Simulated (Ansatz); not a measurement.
A series of calculations on CH$_{9}$NSi

### Relaxation

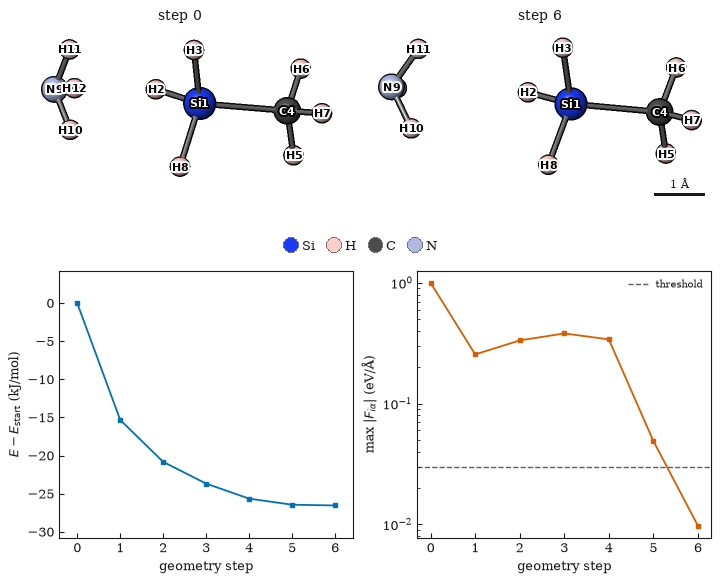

First and last geometry of a relaxation of CH9NSi, with the history of the run. A ball-and-stick model, seen at a tilt.

The run prepares an end point of a later path (reaction) calculation, from a guessed geometry.

Method: Ansatz 0.2.0, RHF/def2-SVP. Set-up: no spin polarisation; force threshold 0.03 eV/Å; at most 50 steps.

Read the history and describe the run.

Answer. It converged. The atom that moves furthest after the best rigid fit is H12 (0.78 Å). By element the largest moves are H 0.78 Å, N 0.52 Å, Si 0.26 Å, C 0.25 Å. Near-neighbour distances that change, for instance: N9–H12 1.024 → 1.005 Å, Si1–H2 1.468 → 1.484 Å, Si1–H3 1.479 → 1.484 Å. The energy falls by 26.5 kJ/mol in 6 geometry steps. Largest force component: 1 eV/Å at the start, 0.0098 eV/Å at the end.

```json
{"step": "0", "E − E(0), kJ/mol": "0.00", "largest force component, eV/Å": "0.9991"}
{"step": "1", "E − E(0), kJ/mol": "-15.32", "largest force component, eV/Å": "0.2555"}
{"step": "2", "E − E(0), kJ/mol": "-20.82", "largest force component, eV/Å": "0.3336"}
{"step": "3", "E − E(0), kJ/mol": "-23.67", "largest force component, eV/Å": "0.3810"}
{"step": "4", "E − E(0), kJ/mol": "-25.64", "largest force component, eV/Å": "0.3404"}
{"step": "5", "E − E(0), kJ/mol": "-26.44", "largest force component, eV/Å": "0.0491"}
{"step": "6", "E − E(0), kJ/mol": "-26.54", "largest force component, eV/Å": "0.0098"}
```

Limits of the set-up: Hartree-Fock leaves out electron correlation.

### Relaxation

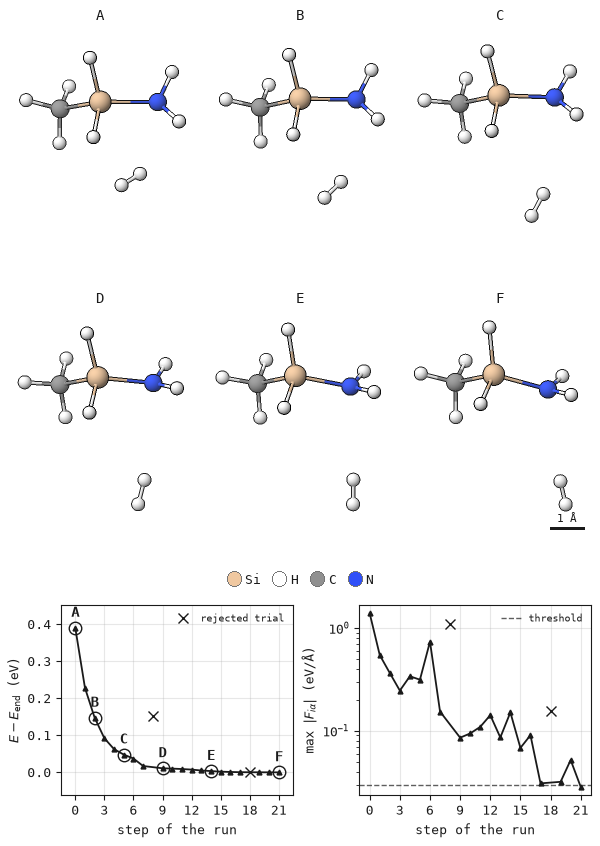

Frames of a relaxation of CH9NSi, marked on the history of the run. A ball-and-stick model, seen at a tilt.

The run prepares an end point of a later path (reaction) calculation, from a guessed geometry.

Theory: Ansatz 0.2.0, RHF/def2-SVP. Settings: no spin polarisation; force threshold 0.03 eV/Å; at most 50 steps.

Question: Describe the path.

Answer: After 19 accepted moves (21 points after the start) the energy has fallen by 0.390 eV. The largest force component goes from 1.4 to 0.029 eV/Å. The line search rejected the trial steps at points 8, 18 of the run. The largest move after the best rigid fit is that of an H atom, 1.84 Å. By element the largest moves are H 1.84 Å, Si 0.39 Å, N 0.37 Å, C 0.33 Å. Near-neighbour distances that change, for instance: N–Si 1.786 → 1.733 Å, H–H 0.710 → 0.749 Å. Bond angles that change, for instance: H–Si–N 108.7° → 114.0°, C–Si–N 113.1° → 109.4°, Si–N–H 116.7° → 120.4°. Groups turn about N–Si by about 40°. Cost: 37 s on 1 thread of Arm Neoverse V1, on a shared host, peak memory 0.15 GiB. From step 0 to 2: an H atom moves most (0.39 Å), energy −0.243 eV. From step 2 to 5: an H atom moves most (0.60 Å), energy −0.099 eV. From step 5 to 9: an H atom moves most (0.42 Å), energy −0.037 eV. From step 9 to 14: an H atom moves most (0.42 Å), energy −0.008 eV. From step 14 to 21: an H atom moves most (0.35 Å), energy −0.003 eV.

```csv
step,"E − E(0), eV","largest force component, eV/Å",note
0,0.0000,1.3884,
1,-0.1623,0.5455,
2,-0.2429,0.3650,
3,-0.2982,0.2462,
4,-0.3277,0.3394,
5,-0.3423,0.3144,
6,-0.3529,0.7370,
7,-0.3732,0.1539,
8,-0.2389,1.0977,rejected
9,-0.3793,0.0857,
10,-0.3802,0.0943,
11,-0.3813,0.1092,
12,-0.3829,0.1419,
13,-0.3853,0.0861,
14,-0.3869,0.1510,
15,-0.3884,0.0682,
16,-0.3893,0.0906,
17,-0.3899,0.0308,
18,-0.3898,0.1569,rejected
19,-0.3902,0.0319,
20,-0.3903,0.0519,
21,-0.3903,0.0285,
```

Limits of the set-up: the start holds two separate molecules, 2.2 Å apart at their closest, whose relative position is a soft coordinate and is computed without a dispersion correction; Hartree-Fock leaves out electron correlation.

### Path

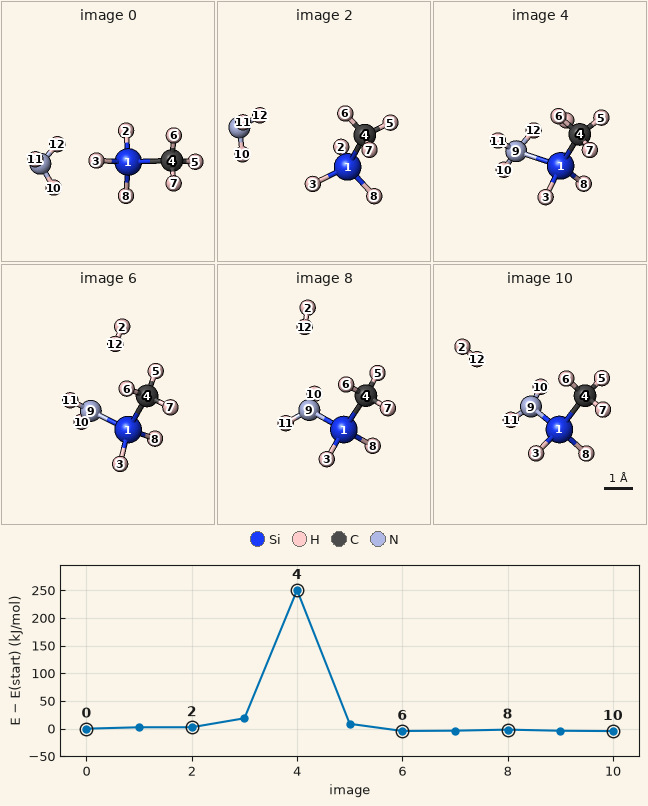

A search for the minimum-energy path of CH9NSi, made up at the start of CH$_{6}$Si and NH$_{3}$ by the nudged elastic band. Images are numbered from 0 (start) to 10 (end). A ball-and-stick model, seen at a tilt.

These are results of Ansatz, RHF/def2-SVP, not measurements. Settings: 9 movable images; climbing image; force threshold 0.05 eV/Å; iteration limit 60; starting path through a guess of the saddle point.

**Describe the mechanism and the energy profile.**

The highest point, image 4, lies 250.5 kJ/mol above the start and 254.9 kJ/mol above the end; the end is at −4.4 kJ/mol relative to the start. The path has more than one stage, and so few images may leave a stage unresolved. Breaking: N9–H12 (1.01 → 1.14 at the top → 2.91 Å), Si1–H2 (1.48 → 2.18 at the top → 4.71 Å). Forming: H2–H12 (2.93 → 1.26 at the top → 0.75 Å), Si1–N9 (3.80 → 1.88 at the top → 1.73 Å). The band converged in 34 iterations. The largest component of the band force went from 9.7 to 0.042 eV/Å. The climbing image converged on the top of the path. Its vibrational analysis gives one imaginary mode (1289i cm⁻¹), as a transition state must have.

Limits of the set-up: the start holds two separate molecules, 2.9 Å apart at their closest, whose relative position is a soft coordinate and is computed without a dispersion correction; Hartree-Fock leaves out electron correlation.

The run took 7.2 min on 1 thread of Arm Neoverse V1 (shared host), peak memory 0.17 GiB.
